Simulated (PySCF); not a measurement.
**C₅H₈N₂Si: a changed input and its effect**

System: C₅H₈N₂Si, SMILES [SiH3]Nc1cccnc1.
Method of run A: GIAO PBE0/pcSseg-1 NMR shielding, non-relativistic, IEF-PCM dimethylsulfoxide (PySCF 2.14.0).

The geometry comes from this level: PBE0-D3(BJ)/def2-SVP. Text and figures count atoms from 1; the logs count them from 0 in places.

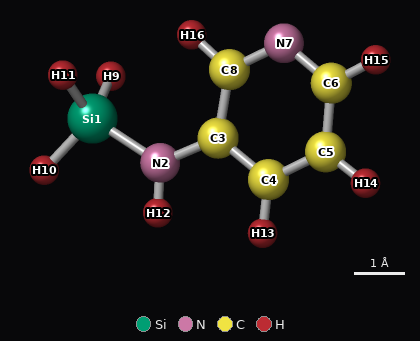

Figure 1. The structure (ball-and-stick view, seen at a tilt; atoms are numbered from 1 in the order of the input). Bond lengths as drawn: C–C 1.39 to 1.41 Å, C–H 1.09 to 1.10 Å, C–N 1.32 to 1.38 Å, H–N 1.01 Å, H–Si 1.49 Å and N–Si 1.75 Å.

The input, run A:
```
{"job": {"kind": "nmr", "xc": "PBE0", "basis": "pcSseg-1", "solvent": "dimethylsulfoxide", "pop": false}, "charge": 0, "multiplicity": 1}
Si     2.721461    -0.462585    -0.769352
N      1.236387     0.463040    -0.707283
C     -0.030431     0.016737    -0.380566
C     -1.138234     0.876816    -0.361737
C     -2.386542     0.368841    -0.026374
C     -2.505383    -0.985687     0.284475
N     -1.463942    -1.812598     0.270947
C     -0.272997    -1.331351    -0.049561
H      2.652720    -1.559343    -1.781198
H      3.768021     0.526553    -1.153630
H      3.046882    -1.074351     0.554002
H      1.287548     1.448173    -0.935857
H     -1.013159     1.935055    -0.609797
H     -3.262979     1.020473    -0.005919
H     -3.476274    -1.415667     0.552928
H      0.558022    -2.049959    -0.049741
```

The first line tells a small driver script what to run in PySCF; the rest is the geometry in Å.

Launched with:
```bash
OMP_NUM_THREADS=1 python <driver script> task.json out
```

Hardware: 1 CPU thread, shared host.

Output (run A):
```
coarse grid: 14144 points
cycle   1  E = -593.7577512666  dE =  1.190e+00  |g| = 3.636e-01  |ddm| = 3.878e+00
cycle   2  E = -593.7539559764  dE =  3.795e-03  |g| = 4.108e-01  |ddm| = 8.441e-01
cycle   3  E = -593.7895321345  dE = -3.558e-02  |g| = 6.882e-02  |ddm| = 3.893e-01
cycle   4  E = -593.7903725734  dE = -8.404e-04  |g| = 2.952e-02  |ddm| = 6.591e-02
cycle   5  E = -593.7905701732  dE = -1.976e-04  |g| = 6.813e-03  |ddm| = 3.055e-02
cycle   6  E = -593.7905790058  dE = -8.833e-06  |g| = 3.372e-03  |ddm| = 9.771e-03
cycle   7  E = -593.7905817737  dE = -2.768e-06  |g| = 4.675e-04  |ddm| = 3.271e-03
final grid: 132928 points
cycle   8  E = -593.8334147720  dE = -3.249e-05  |g| = 6.732e-03  |ddm| = 3.999e-02
cycle   9  E = -593.8334132836  dE =  1.488e-06  |g| = 7.501e-03  |ddm| = 1.469e-02
cycle  10  E = -593.8334257874  dE = -1.250e-05  |g| = 1.089e-03  |ddm| = 7.030e-03
cycle  11  E = -593.8334260411  dE = -2.537e-07  |g| = 2.326e-04  |ddm| = 9.476e-04
cycle  12  E = -593.8334260515  dE = -1.042e-08  |g| = 7.039e-05  |ddm| = 2.290e-04
cycle  13  E = -593.8334260525  dE = -9.717e-10  |g| = 3.163e-05  |ddm| = 9.075e-05
cycle  14  E = -593.8334260527  dE = -2.548e-10  |g| = 4.373e-06  |ddm| = 3.161e-05
converged SCF energy = -593.8334260527

GIAO shielding tensors (ppm)
atom      isotropic    diamagn.    paramagn.     s11        s22        s33       span
  0 Si     411.076     878.945    -467.869    373.961    394.710    464.557     90.596
  1 N      202.968     326.831    -123.863    163.183    194.138    251.582     88.399
  2 C       35.593     254.377    -218.785    -57.880     11.539    153.120    210.999
  3 C       55.592     252.531    -196.939    -37.585     39.894    164.466    202.052
  4 C       53.679     256.808    -203.129    -61.160     48.065    174.131    235.291
  5 C       40.792     252.448    -211.656    -63.342     38.712    147.006    210.348
  6 N      -80.617     332.878    -413.494   -371.721   -171.111    300.983    672.704
  7 C       46.155     253.861    -207.706    -43.277     42.394    139.349    182.626
  8 H       26.443      28.253      -1.810     23.487     24.350     31.491      8.004
  9 H       26.560      27.604      -1.044     22.981     25.296     31.402      8.421
 10 H       26.437      28.870      -2.434     23.503     24.373     31.434      7.931
 11 H       27.591      34.039      -6.448     18.590     27.649     36.535     17.946
 12 H       23.930      31.899      -7.970     20.027     23.598     28.164      8.137
 13 H       23.853      29.640      -5.786     21.096     23.502     26.962      5.866
 14 H       23.117      28.260      -5.143     19.331     23.761     26.259      6.928
 15 H       23.058      32.073      -9.015     18.092     22.671     28.411     10.319
```

For run B the input was changed thus:
```diff
-"solvent": "dimethylsulfoxide"
-"pop": false
+"solvent": "chloroform"
+"pop": true
```

Predict how the results change.

The total energy of run B is 2.1 kcal/mol higher: the change of the electrostatic solvation energy at this fixed geometry, without cavity or dispersion terms. The dipole moment goes from 4.63 to 4.20 D. Of all shieldings, the largest change is that of N7, by −5.7 ppm. The number of SCF iterations is the same.

Output (run B):
```
coarse grid: 14144 points
cycle   1  E = -593.7533799320  dE =  1.194e+00  |g| = 3.675e-01  |ddm| = 3.878e+00
cycle   2  E = -593.7487785822  dE =  4.601e-03  |g| = 4.191e-01  |ddm| = 8.774e-01
cycle   3  E = -593.7860864948  dE = -3.731e-02  |g| = 7.183e-02  |ddm| = 4.172e-01
cycle   4  E = -593.7869856727  dE = -8.992e-04  |g| = 3.194e-02  |ddm| = 7.067e-02
cycle   5  E = -593.7872155205  dE = -2.298e-04  |g| = 7.906e-03  |ddm| = 3.535e-02
cycle   6  E = -593.7872282442  dE = -1.272e-05  |g| = 3.690e-03  |ddm| = 1.128e-02
cycle   7  E = -593.7872315489  dE = -3.305e-06  |g| = 4.658e-04  |ddm| = 3.522e-03
final grid: 132928 points
cycle   8  E = -593.8300958328  dE = -3.233e-05  |g| = 6.780e-03  |ddm| = 4.002e-02
cycle   9  E = -593.8300940890  dE =  1.744e-06  |g| = 7.600e-03  |ddm| = 1.500e-02
cycle  10  E = -593.8301070527  dE = -1.296e-05  |g| = 1.060e-03  |ddm| = 7.236e-03
cycle  11  E = -593.8301072909  dE = -2.382e-07  |g| = 2.449e-04  |ddm| = 9.455e-04
cycle  12  E = -593.8301073024  dE = -1.150e-08  |g| = 7.450e-05  |ddm| = 2.443e-04
cycle  13  E = -593.8301073035  dE = -1.115e-09  |g| = 3.343e-05  |ddm| = 9.747e-05
cycle  14  E = -593.8301073038  dE = -2.885e-10  |g| = 4.614e-06  |ddm| = 3.402e-05
converged SCF energy = -593.8301073038

GIAO shielding tensors (ppm)
atom      isotropic    diamagn.    paramagn.     s11        s22        s33       span
  0 Si     411.049     878.975    -467.926    373.213    395.083    464.850     91.637
  1 N      203.884     326.790    -122.906    165.115    192.385    254.151     89.036
  2 C       36.268     254.641    -218.373    -57.548     13.015    153.338    210.887
  3 C       56.661     252.945    -196.284    -36.329     43.025    163.287    199.616
  4 C       54.353     256.923    -202.570    -60.072     49.589    173.543    233.615
  5 C       40.432     252.249    -211.817    -64.074     38.661    146.708    210.782
  6 N      -86.343     332.091    -418.434   -386.696   -173.507    301.174    687.871
  7 C       45.858     253.594    -207.736    -44.048     42.539    139.082    183.130
  8 H       26.404      28.226      -1.822     23.446     24.301     31.465      8.020
  9 H       26.596      27.660      -1.064     23.019     25.346     31.424      8.404
 10 H       26.398      28.839      -2.441     23.462     24.323     31.408      7.947
 11 H       27.901      34.302      -6.401     18.916     28.063     36.725     17.810
 12 H       24.123      32.105      -7.982     20.265     23.734     28.369      8.105
 13 H       23.979      29.725      -5.746     21.230     23.585     27.122      5.892
 14 H       23.101      28.242      -5.142     19.348     23.622     26.331      6.983
 15 H       23.034      32.042      -9.008     18.099     22.579     28.424     10.325
```

The two runs side by side:

```tsv
quantity	run A	run B
outcome	converged	converged
total energy (hartree)	−593.833426	−593.830107
HOMO (eV)	−6.34	−6.33
LUMO (eV)	−0.76	−0.72
dipole moment (D)	4.63	4.20
shielding of N2 (ppm)	203.0	203.9
shielding of C3 (ppm)	35.6	36.3
shielding of C4 (ppm)	55.6	56.7
shielding of C5 (ppm)	53.7	54.4
shielding of C6 (ppm)	40.8	40.4
shielding of N7 (ppm)	−80.6	−86.3
shielding of H12 (ppm)	27.6	27.9
SCF iterations	14	14
basis functions	183	183
wall time (shared host)	23 s	26 s
```
